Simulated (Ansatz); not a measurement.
**Redistribution: C2HF5O + CHBrClF → C2H2F4O + CBrClF2**

Species: C2HF5O ((difluoromethoxy)(trifluoro)methane) `FC(F)OC(F)(F)F`, singlet; CHBrClF (bromochlorofluoromethane) `FC(Cl)Br`, singlet; C2H2F4O (1,1′-oxybis[1,1-difluoromethane]) `FC(F)OC(F)F`, singlet; CBrClF2 `FC(F)(Cl)Br`, singlet. The partners trade F for H; both sit on C, so the bond types are kept.

Shapes, held fixed at every level: PBE0-D4/def2-TZVP. Flexible molecules stand in one conformer, not always the lowest. Programs: Ansatz 0.2.0. Electronic energies: no zero-point or thermal term.

| level | kind | ΔE (kJ/mol) | less CCSD(T)/def2-TZVPP |
| --- | --- | --- | --- |
| HF/def2-TZVPP | Hartree–Fock | +39.6 | +10.2 |
| r2SCAN-D4/def2-TZVPP | meta-GGA | +26.1 | -3.3 |
| PBE0-D4/def2-TZVPP | global hybrid | +26.0 | -3.4 |
| wB97M-V/def2-TZVPP | range-separated hybrid | +27.2 | -2.2 |
| wB97X-V/def2-TZVPP | range-separated hybrid | +27.2 | -2.2 |
| B2PLYP/def2-TZVPP | double hybrid | +25.5 | -3.9 |
| MP2/def2-TZVPP | perturbation theory | +28.3 | -1.1 |
| CCSD(T)/def2-TZVPP | coupled cluster or CI | +29.4 | 0.0 |

The highest level, CCSD(T)/def2-TZVPP, gives ΔE = +29.4 kJ/mol; the levels span +25.5 to +39.6. The column of differences is taken from that level and isn't an error. No measured value is set beside it here. Relativity is left out for Br unless named. Correlated rows may include outer-core shells of Br, which these sets cover unevenly.

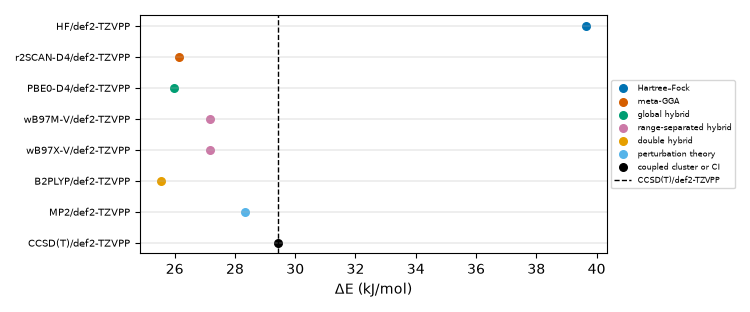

The values of the table, level by level.
